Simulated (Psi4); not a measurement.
# InCl2O (SMILES [O][In]([Cl])[Cl]) at U-r2SCAN/def2-SVPD (core potential)

What is the vertical electron affinity of InCl2O at U-r2SCAN/def2-SVPD (core potential)? 

The results are computed with Psi4 1.11.

6 further runs of the same task are left out: 4 that didn't finish, 2 set aside as unsound or not needed.

## (1) The molecule

InCl2O: 4 atoms, total charge 0, spin state doublet. As SMILES, `[O][In]([Cl])[Cl]`. The shape is that of a PBE0-D4/def2-TZVP optimisation.

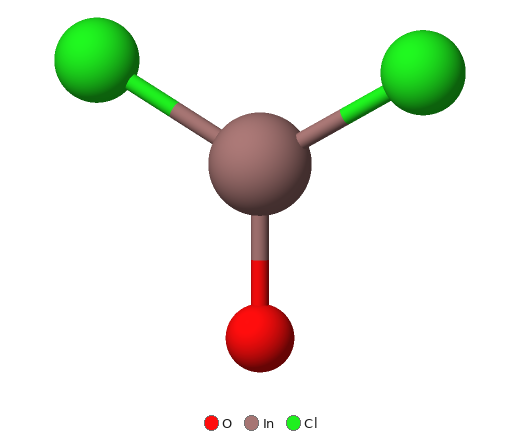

The structure, seen from a chosen angle (oxygen red, indium brown, chlorine green).

## (2) Energy and gradient at U-r2SCAN/def2-SVPD (core potential)

cl2ino.json

```json
{
  "schema_name": "qcschema_input",
  "schema_version": 1,
  "molecule": {
    "schema_name": "qcschema_molecule",
    "schema_version": 2,
    "symbols": ["O", "In", "Cl", "Cl"],
    "geometry": [1.14574095, 1.91618229, 3.15130729, 0.05990432, 0.03023562, 0.08579357, 1.40142089, -4.05346254, -0.46903002, -2.50218636, 1.99309414, -2.80662124],
    "molecular_charge": 0,
    "molecular_multiplicity": 2,
    "fix_symmetry": "c1"
  },
  "driver": "gradient",
  "model": {
    "method": "r2scan",
    "basis": "def2-SVPD"
  },
  "keywords": {
    "reference": "uks",
    "puream": true,
    "e_convergence": 1e-09,
    "d_convergence": 1e-08,
    "scf_type": "pk",
    "dft_radial_points": 99,
    "dft_spherical_points": 590,
    "maxiter": 100,
    "scf_properties": ["LOWDIN_CHARGES", "MAYER_INDICES", "DIPOLE"]
  }
}
```

Run with:

```
$ psi4 --qcschema cl2ino.json -n 1 --memory 2200MB
```

stdout (excerpt; [...] marks lines left out):

```text
[...]
    !!!  WARNING: ECP capability is in beta. Please check occupations closely.  !!!
[...]
  Running in c1 symmetry.
[...]
  Nuclear repulsion =  286.555074981075961
[...]
  Multiplicity = 2
[...]
  Nalpha       = 32
  Nbeta        = 31
[...]
    Number of basis functions: 109
[...]
   @UKS iter   1: -1184.60160168711445   -2.64604e-01   1.03232e-02 DIIS/ADIIS
[...]
   @UKS iter  21: -1185.42777567466010   -5.18412e-11   8.04457e-09 DIIS
[...]
   @S^2 Observed:                7.576653103E-01
[...]
    Orbital Energies [Eh]
    ---------------------
    Alpha Occupied:
       1A   -101.196275     2A   -101.196258     3A    -19.051741
       4A     -9.393551     5A     -9.393539     6A     -7.142439
       7A     -7.142427     8A     -7.135854     9A     -7.135845
      10A     -7.135222    11A     -7.135213    12A     -4.693898
      13A     -3.101379    14A     -3.095885    15A     -3.093329
      16A     -0.944881    17A     -0.828900    18A     -0.826989
      19A     -0.792337    20A     -0.789872    21A     -0.777834
      22A     -0.758445    23A     -0.752080    24A     -0.441565
      25A     -0.403460    26A     -0.361749    27A     -0.361451
      28A     -0.337603    29A     -0.320096    30A     -0.318233
      31A     -0.317723    32A     -0.316061
[...]
  @UKS Final Energy: -1185.42777567466010
   => Energetics <=
    Nuclear Repulsion Energy =            286.5550749810759612
    One-Electron Energy =               -2279.3427647407170298
    Two-Electron Energy =                 889.1331694423765839
    DFT Exchange-Correlation Energy =     -81.7732553573956125
    Empirical Dispersion Energy =           0.0000000000000000
    VV10 Nonlocal Energy =                  0.0000000000000000
    Total Energy =                      -1185.4277756746600971
[...]
 Multipole Moments:
 ------------------------------------------------------------------------------------
     Multipole            Electronic (a.u.)      Nuclear  (a.u.)        Total (a.u.)
 ------------------------------------------------------------------------------------
 L = 1.  Multiply by 2.5417464519 to convert [e a0] to [Debye]
 Dipole X            :          4.0934917           -4.1223022           -0.0288106
 Dipole Y            :          7.1154794           -7.1651270           -0.0496476
 Dipole Z            :         11.5652089          -11.6460658           -0.0808569
 Magnitude           :                                                    0.0991604
[...]
  -Total Gradient:
     Atom            X                  Y                   Z
    ------   -----------------  -----------------  -----------------
       1       -0.003417772255    -0.005938044882    -0.009652198611
       2       -0.000237318307    -0.000386624957    -0.000649448828
       3       -0.003726535753     0.011412306430     0.001585873139
       4        0.007168976896    -0.005457203347     0.008115326298
[...]
```

The result, in JSON:

```text
{
 "driver": "gradient",
 "model": {
  "method": "r2scan",
  "basis": "def2-SVPD"
 },
 "success": true,
 "return_result": [-0.003417772255251507, -0.0059380448815533685, -0.00965219861074526, -0.00023731830727237793, -0.00038662495714310297, -0.0006494488282544966, -0.0037265357534554053, 0.011412306430216651, 0.001585873138835795, 0.007168976896202342, -0.005457203346668771, 0.00811532629798667],
 "properties": {
  "calcinfo_nbasis": 109,
  "calcinfo_nmo": 109,
  "calcinfo_nalpha": 32,
  "calcinfo_nbeta": 31,
  "calcinfo_natom": 4,
  "nuclear_repulsion_energy": 286.55507498107596,
  "return_energy": -1185.42777567466,
  "return_gradient": [-0.003417772255251507, -0.0059380448815533685, -0.00965219861074526, -0.00023731830727237793, -0.00038662495714310297, -0.0006494488282544966, -0.0037265357534554053, 0.011412306430216651, 0.001585873138835795, 0.007168976896202342, -0.005457203346668771, 0.00811532629798667],
  "scf_one_electron_energy": -2279.342764740717,
  "scf_two_electron_energy": 889.1331694423766,
  "scf_xc_energy": -81.77325535739561,
  "scf_dipole_moment": [-0.02881058193452013, -0.049647613461011986, -0.08085694353413331],
  "scf_total_energy": -1185.42777567466,
  "scf_total_gradient": [-0.003417772255251507, -0.0059380448815533685, -0.00965219861074526, -0.00023731830727237793, -0.00038662495714310297, -0.0006494488282544966, -0.0037265357534554053, 0.011412306430216651, 0.001585873138835795, 0.007168976896202342, -0.005457203346668771, 0.00811532629798667],
  "scf_iterations": 21
 }
}
```

It took 1.7 min on 1 thread of Intel Xeon Platinum 8259CL at 2.50GHz (Skylake/Cascade Lake), shared host; peak memory 0.94 GiB.

## (3) The singlet anion

cl2ino.py

```python
import psi4

psi4.set_memory(2200000000)
psi4.set_num_threads(1)
psi4.set_output_file('cl2ino.out', False)

geom = psi4.geometry("""
-1 1
O      0.606300     1.014000     1.667600
In     0.031700     0.016000     0.045400
Cl     0.741600    -2.145000    -0.248200
Cl    -1.324100     1.054700    -1.485200
symmetry c1
""")

options = {'basis': 'def2-SVPD', 'puream': True, 'e_convergence': 1e-09, 'd_convergence': 1e-08, 'scf_type': 'pk', 'dft_radial_points': 99, 'dft_spherical_points': 590}
psi4.set_options(options)

e_tot = psi4.gradient('r2scan', molecule=geom)
print('gradient / Eh bohr^-1')
print(e_tot.np.round(6))
```

Run with:

```
$ python cl2ino.py
```

cl2ino.out (excerpt; [...] marks lines left out):

```text
[...]
    !!!  WARNING: ECP capability is in beta. Please check occupations closely.  !!!
[...]
  Running in c1 symmetry.
[...]
  Nuclear repulsion =  286.555074893542837
[...]
  Multiplicity = 1
[...]
  Nalpha       = 32
  Nbeta        = 32
[...]
    Number of basis functions: 109
[...]
   @RKS iter   1: -1184.85994932589779   -5.09079e-01   1.04299e-02 ADIIS/DIIS
[...]
   @RKS iter  15: -1185.54403640771397   -6.82121e-13   1.47205e-09 DIIS
[...]
  @RKS Final Energy: -1185.54403640771397
   => Energetics <=
    Nuclear Repulsion Energy =            286.5550748935428373
    One-Electron Energy =               -2292.6441584787530701
    Two-Electron Energy =                 902.5527362576698351
    DFT Exchange-Correlation Energy =     -82.0076890801737051
    Empirical Dispersion Energy =           0.0000000000000000
    VV10 Nonlocal Energy =                  0.0000000000000000
    Total Energy =                      -1185.5440364077139748
[...]
 Multipole Moments:
 ------------------------------------------------------------------------------------
     Multipole            Electronic (a.u.)      Nuclear  (a.u.)        Total (a.u.)
 ------------------------------------------------------------------------------------
 L = 1.  Multiply by 2.5417464519 to convert [e a0] to [Debye]
 Dipole X            :          3.6047973           -4.1223022           -0.5175049
 Dipole Y            :          6.2666340           -7.1651270           -0.8984930
 Dipole Z            :         10.1854110          -11.6460658           -1.4606548
 Magnitude           :                                                    1.7912602
[...]
  -Total Gradient:
     Atom            X                  Y                   Z
    ------   -----------------  -----------------  -----------------
       1        0.008023218203     0.013932300461     0.022646631698
       2       -0.023123799326    -0.040142896377    -0.065271666991
       3       -0.007732353985     0.036451146855     0.011939868398
       4        0.022636512688    -0.010582053433     0.030130455453
[...]
```

On the terminal:

```text
gradient / Eh bohr^-1
[[ 0.008023  0.013932  0.022647]
 [-0.023124 -0.040143 -0.065272]
 [-0.007732  0.036451  0.01194 ]
 [ 0.022637 -0.010582  0.03013 ]]
```

Wall time 56 s (1 thread of Intel Xeon Platinum 8259CL at 2.50GHz (Skylake/Cascade Lake), shared host); peak memory 0.94 GiB.

## (4) Results

Level: U-r2SCAN/def2-SVPD (core potential).

| quantity | value |
| --- | --- |
| doublet InCl2O: total energy | -1185.42778 Eh |
| doublet InCl2O: dipole moment | 0.25 D |
| doublet InCl2O: HOMO energy (highest over α and β) | -8.01 eV |
| doublet InCl2O: LUMO energy (lowest over α and β) | -5.82 eV |
| doublet InCl2O: ⟨S²⟩ | 0.758 |
| doublet InCl2O: largest force on an atom | 0.624 eV/Å |
| singlet anion: total energy | -1185.54404 Eh |
| singlet anion: HOMO energy | -0.39 eV |
| singlet anion: LUMO energy | 1.78 eV |
| singlet anion: HOMO–LUMO gap (to an unbound level, set by the basis) | 2.18 eV |
| singlet anion: largest force on an atom | 4.116 eV/Å |
| vertical electron affinity (to the singlet anion) | 3.164 eV |

**Reading.** At fixed nuclei the extra electron is bound by 3.16 eV (305 kJ/mol). The largest force (doublet InCl2O) is 0.62 eV/Å: the shape isn't a stationary point for this species at this level.
